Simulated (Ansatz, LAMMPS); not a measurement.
# Convergence of a linear-scaling basis for glassy 63GeO2-33Na2O-3Sc2O3 (mol %) (92 atoms)

Aim: test how closely localised support functions follow the reference on glassy 63GeO2-33Na2O-3Sc2O3 (mol %) (92 atoms), and at what cost. A setting counts as converged where the r.m.s. difference of forces stays under 1 % of the r.m.s. force.

Calculated with Ansatz 0.2.0; Kohn-Sham DFT, PBE, PAW (set soft_2), plane waves.

## 1. The starting structure

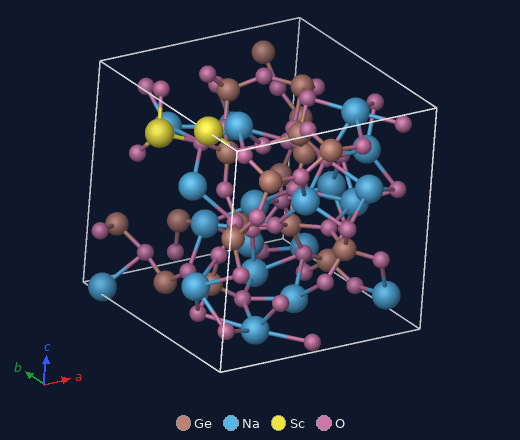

The cell as given, slightly off an axis (germanium pink, sodium blue, scandium yellow, oxygen pink). Some periodic images of atoms are drawn too.

The cell holds 92 atoms: 19 Ge, 20 Na, 2 Sc and 51 O. Its edges and angles: a = 10.931 Å, b = 10.931 Å, c = 10.931 Å, α = 90.0°, β = 90.0°, γ = 90.0°. 92 atoms (19 Ge, 20 Na, 2 Sc, 51 O) placed at random at 3.5 g/cm³, melted at 4000 K for 10 ps at fixed volume with the Morse and Coulomb pair potential with partial charges (Pedone, Malavasi, Menziani, Cormack and Segre, J. Phys. Chem. B 110, 11780 (2006)). Quenched from 4000 K to 300 K at 25 K/ps and fixed volume, held 10 ps at zero pressure, then minimised at fixed cell.

What the set-up can't give: The quench rate of 25 K/ps is many orders above laboratory rates, so the cell is likely richer in defects and strain than a real sample. The network of bonds at the start is that of the classical potential that made the cell, and needn't be the one that DFT or experiment would give. Only the Γ point is sampled, in a cell whose shortest periodic width is 11 Å.

## 2. Making the structure

A classical potential makes the cell, at a small fraction of what the same run would cost in DFT.

This step: classical MD, Morse and Coulomb pair potential with partial charges (Pedone, Malavasi, Menziani, Cormack and Segre, J. Phys. Chem. B 110, 11780 (2006)) (LAMMPS 22 Jul 2025 - Update 4).

File in.lmp:

```
# melt-quench of Ge19Na20Sc2O51
units metal
atom_style charge
boundary p p p
region box block 0 10.9213 0 10.9213 0 10.9213
create_box 4 box
mass 1 72.6300   # Ge
mass 2 22.9898   # Na
mass 3 44.9559   # Sc
mass 4 15.9990   # O
create_atoms 1 random 19 671748 NULL overlap 1.5 maxtry 2000
create_atoms 2 random 20 671755 NULL overlap 1.5 maxtry 2000
create_atoms 3 random 2 671762 NULL overlap 1.5 maxtry 2000
create_atoms 4 random 51 671769 NULL overlap 1.5 maxtry 2000
pair_style hybrid/overlay pedone 5.5 coul/long 8.0
pair_coeff * * coul/long
pair_coeff 1 4 pedone 0.158118 2.294230 2.261313 5   # Ge-O
pair_coeff 2 4 pedone 0.023363 1.763867 3.006315 5   # Na-O
pair_coeff 3 4 pedone 0.000333 3.144445 3.200000 2.6   # Sc-O
pair_coeff 4 4 pedone 0.042395 1.379316 3.618701 22   # O-O
set type 1 charge 2.4
set type 2 charge 0.6
set type 3 charge 1.8
set type 4 charge -1.2
kspace_style pppm 1.0e-4
neigh_modify delay 0 every 1 check yes
thermo_style custom step time temp pe press density
thermo_modify norm yes
timestep 0.002
thermo 100
min_style cg
minimize 1e-4 1e-4 200 2000
reset_timestep 0
velocity all create 4000 671749 mom yes dist gaussian
# [... 14 lines left out ...]
thermo 1666
fix md all npt temp 300 300 0.2 iso 0 0 2
run 5000 post no
unfix md
thermo 100
min_style cg
minimize 0 1e-3 2000 20000
write_dump all custom glass.dump id type xs ys zs modify sort id
```

Started as:

```console
lmp -in in.lmp -log none -nocite
```

Numbers of over 12 decimals in the logs are rounded to 6 here.

Output:

```text
LAMMPS (22 Jul 2025 - Update 4)
Created orthogonal box = (0 0 0) to (10.9213 10.9213 10.9213)
Created 19 atoms
Created 20 atoms
Created 2 atoms
Created 51 atoms
PPPM initialization ...
  G vector (1/distance) = 0.38225008
  grid = 12 12 12
  estimated relative force accuracy = 4.9298187e-05
   Step          Time           Temp          PotEng         Press         Density
         0   0              0             -3.0939882      402542.8       3.499996
        81   0.162          0             -11.924581     -3295.5652      3.499996
Loop time of 0.04507 s on 1 MPI rank(s) for 81 steps with 92 atoms
Minimization stats:
  Stopping criterion = energy tolerance
  Energy initial, next-to-last, final =
     -3.09398816870456  -11.9235466572075  -11.9245805412748
  Force two-norm initial, final = 218.32289 1.9110878
  Iterations, force evaluations = 81 101
   Step          Time           Temp          PotEng         Press         Density
         0   0              4000          -11.924581      35284.425      3.499996
       500   1              2051.8768     -11.758747      63065.302      3.499996
      1000   2              2170.1829     -11.770226      17893.493      3.499996
Loop time of 0.374925 s on 1 MPI rank(s) for 1000 steps with 92 atoms
   Step          Time           Temp          PotEng         Press         Density
[... 2 lines left out ...]
      2499   4.998          3616.4503     -11.522509      65470.849      3.499996
      3332   6.664          4592.2021     -11.498011      78913.694      3.499996
      4165   8.33           4305.4726     -11.504613      41861.937      3.499996
      4998   9.996          4022.3502     -11.46243       82162.329      3.499996
      5831   11.662         3476.0733     -11.449333      40039.875      3.499996
[... 1 line left out ...]
Loop time of 1.94278 s on 1 MPI rank(s) for 5000 steps with 92 atoms
   Step          Time           Temp          PotEng         Press         Density
[... 12 lines left out ...]
Loop time of 27.5273 s on 1 MPI rank(s) for 74000 steps with 92 atoms
   Step          Time           Temp          PotEng         Press         Density
[... 3 lines left out ...]
     84966   169.932        266.39658     -12.070883      3762.1152      3.4978014
     85000   170            306.08971     -12.076426     -2108.5788      3.4906636
Loop time of 2.4831 s on 1 MPI rank(s) for 5000 steps with 92 atoms
   Step          Time           Temp          PotEng         Press         Density
     85000   170            306.08971     -12.076426     -2108.6883      3.4906636
     85037   170.074        306.08971     -12.107842     -2930.587       3.4906636
Loop time of 0.0404757 s on 1 MPI rank(s) for 37 steps with 92 atoms
Minimization stats:
  Stopping criterion = linesearch alpha is zero
  Energy initial, next-to-last, final =
      -12.076426148972  -12.1078416118257  -12.1078416118257
  Force two-norm initial, final = 9.802705 0.096591162
  Iterations, force evaluations = 37 99
```

Elapsed: 33 s, on 1 thread of Intel Xeon Platinum 8488C (Sapphire Rapids), shared host; peak memory 0.07 GiB.

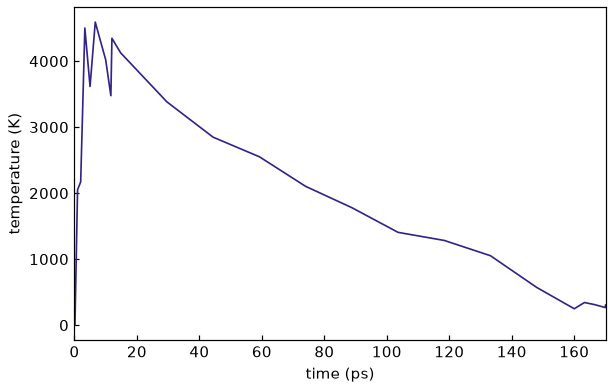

Temperature against time.

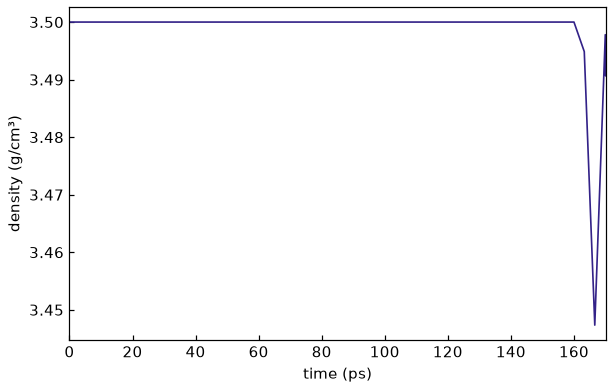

Density against time.

## 3. Plane-wave single point

This run is the reference for what follows, at a cutoff of 420 eV.

File input.yaml:

```yaml
crystal:
  lattice:
    - [10.93102, 0.0, 0.0]
    - [0.0, 10.93102, 0.0]
    - [0.0, 0.0, 10.93102]
  atoms:
    - { symbol: Ge, position: [0.73811, 0.53646, 0.62862] }
    - { symbol: Ge, position: [0.21976, 0.05108, 0.79947] }
    - { symbol: Ge, position: [0.44518, 0.97646, 0.19977] }
    - { symbol: Ge, position: [0.80652, 0.41069, 0.181] }
    - { symbol: Ge, position: [0.14142, 0.98983, 0.23918] }
    - { symbol: Ge, position: [0.50391, 0.03484, 0.89105] }
    - { symbol: Ge, position: [0.71044, 0.55143, 0.93032] }
    - { symbol: Ge, position: [0.65097, 0.08718, 0.393] }
    - { symbol: Ge, position: [0.87564, 0.88178, 0.36143] }
    - { symbol: Ge, position: [0.21107, 0.7174, 0.07269] }
    - { symbol: Ge, position: [0.4643, 0.72649, 0.88956] }
    - { symbol: Ge, position: [0.88878, 0.78796, 0.65443] }
    - { symbol: Ge, position: [0.33255, 0.51759, 0.71865] }
    - { symbol: Ge, position: [0.81081, 0.97661, 0.89013] }
    - { symbol: Ge, position: [0.30114, 0.36302, 0.4644] }
    - { symbol: Ge, position: [0.23729, 0.43338, 0.17584] }
    - { symbol: Ge, position: [0.55432, 0.3315, 0.83419] }
    - { symbol: Ge, position: [0.10684, 0.12749, 0.53248] }
    - { symbol: Ge, position: [0.58272, 0.38862, 0.3946] }
    - { symbol: Na, position: [0.85855, 0.32818, 0.46744] }
    - { symbol: Na, position: [0.86648, 0.28475, 0.72347] }
    - { symbol: Na, position: [0.19319, 0.76043, 0.76542] }
    - { symbol: Na, position: [0.61104, 0.68283, 0.36221] }
    - { symbol: Na, position: [0.0612, 0.37304, 0.67752] }
    - { symbol: Na, position: [0.53902, 0.26385, 0.1198] }
    - { symbol: Na, position: [0.92945, 0.59287, 0.42145] }
    - { symbol: Na, position: [0.59386, 0.85528, 0.64918] }
    - { symbol: Na, position: [0.90069, 0.71015, 0.09947] }
    - { symbol: Na, position: [0.76633, 0.1082, 0.63512] }
    - { symbol: Na, position: [0.03439, 0.91027, 0.00778] }
    - { symbol: Na, position: [0.51825, 0.52485, 0.13576] }
    - { symbol: Na, position: [0.48546, 0.1609, 0.6147] }
    - { symbol: Na, position: [0.28772, 0.1723, 0.064] }
    - { symbol: Na, position: [0.76964, 0.24749, 0.92643] }
    - { symbol: Na, position: [0.03658, 0.26489, 0.27195] }
    - { symbol: Na, position: [0.67392, 0.78446, 0.13319] }
    - { symbol: Na, position: [0.25962, 0.35625, 0.91771] }
    - { symbol: Na, position: [0.86509, 0.06793, 0.15194] }
    - { symbol: Na, position: [0.36178, 0.67802, 0.32393] }
    - { symbol: Sc, position: [0.01534, 0.56953, 0.84653] }
    - { symbol: Sc, position: [0.02042, 0.23661, 0.99094] }
    - { symbol: O, position: [0.66015, 0.51875, 0.76247] }
    - { symbol: O, position: [0.36625, 0.3836, 0.10431] }
    - { symbol: O, position: [0.65888, 0.47926, 0.50539] }
    - { symbol: O, position: [0.50722, 0.86864, 0.84728] }
    - { symbol: O, position: [0.66386, 0.38914, 0.24961] }
    - { symbol: O, position: [0.96442, 0.1795, 0.56505] }
    - { symbol: O, position: [0.7643, 0.69376, 0.6143] }
    - { symbol: O, position: [0.34463, 0.71545, 0.98936] }
    - { symbol: O, position: [0.87854, 0.47119, 0.61879] }
    - { symbol: O, position: [0.4236, 0.40194, 0.77798] }
    - { symbol: O, position: [0.08307, 0.09424, 0.12998] }
    - { symbol: O, position: [0.91534, 0.85708, 0.51284] }
    - { symbol: O, position: [0.90722, 0.43768, 0.29566] }
    - { symbol: O, position: [0.19297, 0.8467, 0.1586] }
    - { symbol: O, position: [0.65053, 0.26715, 0.72987] }
    - { symbol: O, position: [0.20506, 0.25578, 0.53368] }
    - { symbol: O, position: [0.30562, 0.48216, 0.56868] }
    - { symbol: O, position: [0.67238, 0.23848, 0.4246] }
    - { symbol: O, position: [0.16999, 0.17928, 0.87479] }
    - { symbol: O, position: [0.19391, 0.51675, 0.79038] }
    - { symbol: O, position: [0.66667, 0.03724, 0.87801] }
    - { symbol: O, position: [0.83676, 0.62443, 0.87191] }
    - { symbol: O, position: [0.12679, 0.35837, 0.09561] }
    - { symbol: O, position: [0.58751, 0.65454, 0.9576] }
    - { symbol: O, position: [0.01057, 0.70507, 0.70136] }
    - { symbol: O, position: [0.55276, 0.07134, 0.27052] }
    - { symbol: O, position: [0.77902, 0.53166, 0.08285] }
    - { symbol: O, position: [0.4833, 0.8317, 0.23958] }
    - { symbol: O, position: [0.48242, 0.51125, 0.34396] }
    - { symbol: O, position: [0.78408, 0.01131, 0.35053] }
    - { symbol: O, position: [0.30388, 0.03162, 0.23986] }
    - { symbol: O, position: [0.63491, 0.40406, 0.95119] }
    - { symbol: O, position: [0.79982, 0.75582, 0.31235] }
    - { symbol: O, position: [0.96586, 0.38433, 0.87665] }
    - { symbol: O, position: [0.40478, 0.65172, 0.76046] }
    - { symbol: O, position: [0.90845, 0.09929, 0.90445] }
    - { symbol: O, position: [0.11748, 0.06802, 0.38815] }
    [... 8 atom lines left out ...]
    - { symbol: O, position: [0.15998, 0.04301, 0.65347] }
    - { symbol: O, position: [0.84093, 0.89804, 0.75672] }
    - { symbol: O, position: [0.08633, 0.67854, 0.98752] }
    - { symbol: O, position: [0.50228, 0.20406, 0.91515] }
    - { symbol: O, position: [0.18838, 0.92364, 0.87908] }
    - { symbol: O, position: [0.37809, 0.05896, 0.78642] }
kpoints:
  mp_grid: { grid: [1, 1, 1] }
hamiltonian:
  xc: pbe
scf:
  occupations: { method: fermi_dirac, width: 0.05 }
output:
  forces: true
  stress: true
  populations: true
  dos:
    method: { smearing: { sigma: 0.08 } }
    de: 0.1
    projected: { site_lists: { Ge: [Ge], Na: [Na], O: [O], Sc: [Sc] } }
  eigenvalues: true
  write_density: true
  write_potential: true
  volumetric_format: npy
  elf: true
```

Started as:

```console
ansatz run input.yaml --threads 8 --pin off --max-ram 15872MiB --backend cpu --events-out ev --progress --plain --runs-dir out
```

Output:

```text
Engine: ansatz 0.2.0, x86_64-unknown-linux-gnu
Pseudopotentials: kind: paw
Pseudopotential: Ge, paw, valence charge 14, recommended cutoff 420 eV (normal), Ge.paw.azcp
Pseudopotential: Na, paw, valence charge 9, recommended cutoff 420 eV (normal), Na.paw.azcp
Pseudopotential: Sc, paw, valence charge 11, recommended cutoff 420 eV (normal), Sc.paw.azcp
Pseudopotential: O, paw, valence charge 6, recommended cutoff 420 eV (normal), O.paw.azcp
[... 5 lines on functional and potentials left out ...]
Crystal: 92 atoms, lattice volume = 1306.117 Å³
Basis set: ecut = 420 eV, 25533 PW (Γ), exchange–correlation on 150×150×150 points (8 copies of the dense FFT grid, shifted against one another)
Bands: 479, of which v1, the nominal top of the filled ones, is band 387 counted from 1 (386 counted from 0)
Symmetry: 1 space group operations
Space group: P1 (ITA 1), of the structure as read, at distance tolerance 1.1e-4 Å
k-points: 1
[... 9 lines on functional and potentials left out ...]
Initial density: superposition of atomic densities (neutral atoms: chi_scale 0, normalization atom), corrected by the library's trained network
Initial wavefunctions: pseudopotential atomic-orbital guess
Functional: x = pbe(κ = 0.804, μ = 0.219515), c = pbe(β = 0.066725)
SCF iter   1: F=—  HF=-144569.317983 eV  |F-HF|=—  |Δ(HF+E_count)|=         —  Δρ=2.21e-3  dr2=7.87e-2  ethr=1.77e-3  ⟨swp⟩=5.0  Hψ=1849  notcnv=0  defer=63
preconditioner: auto → Resta (q_TF=auto, 2.500 Å⁻¹)  ε∞=2.7  [insulator: Δε(μ)=2.153 eV  Ē_g=21.279 eV  σ=0.050 eV  W_gap=1.00  n_scr=340 (ndim 8)  ℏωp=27.8 eV  f_vac=0.207  D(μ)=0.00/eV (n_scr^D=0)  ε∞_Penn≈2.7]
SCF iter   2: F=—  HF=-144569.315536 eV  |F-HF|=—  |Δ(HF+E_count)|=   2.45e-3  Δρ=1.20e-3  dr2=1.64e-2  ethr=1.02e-5  ⟨swp⟩=2.0  Hψ=711  notcnv=0  defer=82
SCF iter   3: F=—  HF=-144569.318662 eV  |F-HF|=—  |Δ(HF+E_count)|=   3.13e-3  Δρ=5.21e-4  dr2=5.18e-3  ethr=2.13e-6  ⟨swp⟩=2.0  Hψ=573  notcnv=0  defer=82
SCF iter   4: F=—  HF=-144569.320525 eV  |F-HF|=—  |Δ(HF+E_count)|=   1.86e-3  Δρ=2.21e-4  dr2=7.25e-4  ethr=6.69e-7  ⟨swp⟩=2.0  Hψ=572  notcnv=0  defer=82
SCF iter   5: F=—  HF=-144569.320641 eV  |F-HF|=—  |Δ(HF+E_count)|=   1.16e-4  Δρ=1.23e-4  dr2=2.14e-4  ethr=9.36e-8  ⟨swp⟩=2.0  Hψ=595  notcnv=0  defer=82
SCF iter   6: F=—  HF=-144569.320671 eV  |F-HF|=—  |Δ(HF+E_count)|=   3.02e-5  Δρ=4.86e-5  dr2=3.39e-5  ethr=2.76e-8  ⟨swp⟩=2.0  Hψ=552  notcnv=0  defer=82
SCF iter   7: F=—  HF=-144569.318605 eV  |F-HF|=—  |Δ(HF+E_count)|=   2.07e-3  Δρ=1.90e-5  dr2=5.85e-6  ethr=4.38e-9  ⟨swp⟩=2.0  Hψ=862  notcnv=0  defer=82
SCF iter   8: F=—  HF=-144569.318606 eV  |F-HF|=—  |Δ(HF+E_count)|=   1.01e-6  Δρ=8.48e-6  dr2=1.16e-6  ethr=7.55e-10  ⟨swp⟩=2.0  Hψ=762  notcnv=0  defer=82
SCF iter   9: F=—  HF=-144569.318606 eV  |F-HF|=—  |Δ(HF+E_count)|=   1.70e-7  Δρ=3.74e-6  dr2=2.09e-7  ethr=1.50e-10  ⟨swp⟩=2.0  Hψ=762  notcnv=0  defer=82
SCF iter  10: F=-144569.318606 eV  HF=-144569.318606 eV  |F-HF|=2.01e-8  |Δ(HF+E_count)|=   3.18e-8  Δρ=1.61e-6  dr2=3.77e-8  ethr=1.29e-11  ⟨swp⟩=15.0  Hψ=3260  notcnv=0
SCF 1 converged in 10 iterations: F = -144569.318606 eV  dr2 = 3.77e-8
  greatest PAW one-centre occupation: 0.999 electrons in one spin orbital (limit 2), on the Na atom at site 19 (counted from 0), in its partial waves of l = 0
WARN: The input density's exchange-correlation potential varies sharply where the density is thin. Do not read a vacuum level from v_tot or v_xc, or from such a field of the output density. On a cell that repeats whose density bears no net charge and no dipole along the vacuum's axis use v_es (v_loc + v_h of the components); [...]
SCF converged after 10 iterations
Free energy (F): -144569.318606 eV
Harris-Foulkes:  -144569.318606 eV  (|F-HF|=2.01e-8)
Internal energy: -144569.318606 eV  (E = F + TS)
E sigma→0 (E₀):  -144569.318606 eV
Fermi energy:    5.758409 eV
--- Per-component energies (eV) ---
  E_band       = -8946.970695
  E_kinetic    = 14084.164349
  E_local      = -110958.680557  (includes V_loc(G=0)·N_el)
  E_nonlocal   = 13029.116668
  E_hartree    = 45610.140061
  E_xc         = -6195.221855
  E_vxc        = -7305.907744  (∫ρ·V_xc dr)
  E_paw        = -53757.968934  (= ΣΔE_a)
  E_vpaw       = -9016.068796  (= ΣTr[D̂ρ^β])
  E_aug_tail   = 0.132668  (compensation charges beyond the density's cutoff)
  E_ewald      = -46381.001006
  E_smearing   = -0.000000  (= −TS)
  E_closure    = -0.000000  (closes the sum)
  Σ components = -144569.318606   (vs F -144569.318606, Δ=0.00e0)
--- Forces (eV/Å), atoms counted from 1 ---
  atom   1  Ge     0.39382288    -0.61857505     1.42216420
  atom   2  Ge    -0.52638824    -0.45262706     0.99476898
  atom   3  Ge     0.24558221    -1.43873387     0.59904717
  atom   4  Ge     0.58155912    -0.52938389     0.64919999
  atom   5  Ge     0.33581632     0.28168889     0.38852428
  atom   6  Ge    -0.73881786     0.07952849     0.68621994
  atom   7  Ge     0.43622209    -1.04011462    -2.36361133
  atom   8  Ge    -1.04414673    -1.16545226     0.25804489
  atom   9  Ge    -0.85729334    -0.35441825     1.02154916
  atom  10  Ge    -0.00518240    -0.17594866    -0.23356423
  atom  11  Ge    -0.34045796    -0.19671718     0.20265777
  atom  12  Ge     0.08994562    -0.84831756    -0.18285816
  atom  13  Ge     0.74244007    -0.72453257     0.69805266
  atom  14  Ge     0.03046665    -0.92472368     0.87395073
[...]
atom  91  O     -0.47044288    -1.43179486     0.48107443
  atom  92  O      2.17455863     0.29431884    -1.34109584
  max |Σ_I F_I| component: 7.37e-5 eV/Å
--- Stress (GPa, compression-positive) ---
        7.580531       0.855375      -0.155194
        0.855375       6.384456       0.060980
       -0.155194       0.060980       7.744227
  P = ⅓ Tr σ = 7.2364 GPa (72.364 kbar)
--- Band table (eV) ---
  k-point 0: bands = ["-46.1629", "-46.1412", "-46.1168", "-46.0574", [... 463 levels ...], "13.8884", "13.9185", "13.9445", "14.0426", "14.0825", "14.1379", "14.1496", "14.2471", "14.2816", "14.3641", "14.4022", "14.4383"]
--- Löwdin populations: 92 sites ---
  site symbol       q [e]
     0     Ge     12.4842
     1     Ge     12.4906
     2     Ge     12.4666
[...]
91      O      6.8076
  spilling = 0.004630 (of n_electrons = 774.000000)
```

The job ended after 8.2 s (8 threads of Intel Xeon Platinum 8488C (Sapphire Rapids), shared host; peak memory 2.2 GiB).

The column dr2 measures how far the density is from self-consistency, as an energy; F and HF (Harris–Foulkes) agree once it is small.

The program notes that the exchange-correlation potential is rough where the density is thin.

Read from the output:

```
free energy                                      : -144569.3186 eV
free energy per atom                             : -1571.4056 eV/atom
SCF cycles                                       : 10
pressure                                         : 7.236 GPa
r.m.s. force component                           : 0.8865 eV/Å
longest force                                    : 2.623 eV/Å
Fermi energy                                     : 5.758 eV
gap (highest filled to lowest empty level) : 2.059 eV
spilling of the projection                       : 0.00463
```

The r.m.s. force component of 0.89 eV/Å and the pressure of 7.2 GPa set the scale for the differences below.

(Part 1 of 3 ends here.)

[Logs are printed without paths, hosts, clocks, repeated set-up lines and the standing remarks that a program may print on its own settings, such as how far it seeks lower states.]

[Hosts, paths, dates, database ids (printed as entryN), source tags and the programs' standing remarks are cut or masked in the printed files.]
